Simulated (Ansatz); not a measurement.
System: ClH$_{5}$O$_{3}$SZr.

Input

```
crystal:
  periodic: [false, false, false]
  atoms:
    - { symbol: Zr, position_ang: [-0.155266, -0.264109, 0.181039] }
    - { symbol: Cl, position_ang: [-0.145874, -0.179774, 2.675974] }
    - { symbol: O, position_ang: [1.586074, -0.512362, -0.588661] }
    - { symbol: H, position_ang: [2.384356, -0.661849, -1.099503] }
    - { symbol: O, position_ang: [-1.138801, 1.188693, -0.59265] }
    - { symbol: H, position_ang: [-1.589568, 1.826615, -1.147683] }
    - { symbol: O, position_ang: [-1.144331, -1.857479, -0.193333] }
    - { symbol: H, position_ang: [-1.637664, -2.604514, -0.532377] }
    - { symbol: S, position_ang: [1.72142, 2.745951, 1.388032] }
    - { symbol: H, position_ang: [2.861445, 2.028282, 1.506136] }
    - { symbol: H, position_ang: [1.115208, 2.046446, 2.412227] }
basis:
  gaussian: { orbitals: def2-SVP }
hamiltonian:
  xc: b3lyp
  dispersion: d4
relax:
  f_tol: 0.03
  max_steps: 50
output:
  orbitals: {}
```

Command:

```sh
ansatz run input.yaml --threads 4 --pin off --max-ram 5120MiB --backend cpu --events-out ev --progress --plain --runs-dir out
```

The fields are those of the run's last geometry, not of the input's.

Core potentials replace the inner electrons of Zr.

Computed with RKS B3LYP-D4/def2-SVP (Ansatz 0.2.0).

Q: Predict the electron density and electron localisation function between the atoms.

A: Zr–O (1.92 Å): ρ is about 0.89 e/Å³ halfway; the ELF peaks at about 0.80 in the valence shell of O, 0.5 Å from its nucleus, and drops to about 0.20 between the two atoms.
Zr–S (3.07 Å): ρ is about 0.15 e/Å³ halfway; the ELF peaks at about 0.95 in the valence shell of S, 1.0 Å from its nucleus, and is about 0.30 at the midpoint.
O–H (0.96 Å): the density is about 3.7 e/Å³ at the midpoint; the ELF climbs to about 1 towards the hydrogen, as it does in any bond to H; an ordinary covalent bond to hydrogen.
S–H (1.35 Å): ρ is about 1.4 e/Å³ halfway; the ELF climbs to about 1 towards the hydrogen.

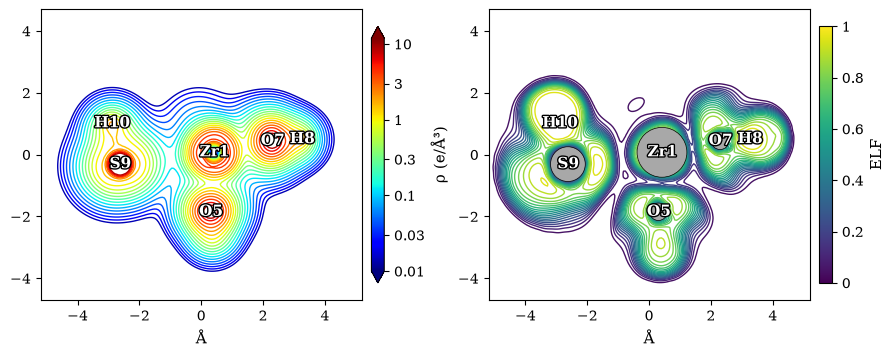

Computed electron density and electron localisation function on the plane of atoms Zr1, S9 and H10, in this order. Grey discs cover the atomic cores in the ELF map. 
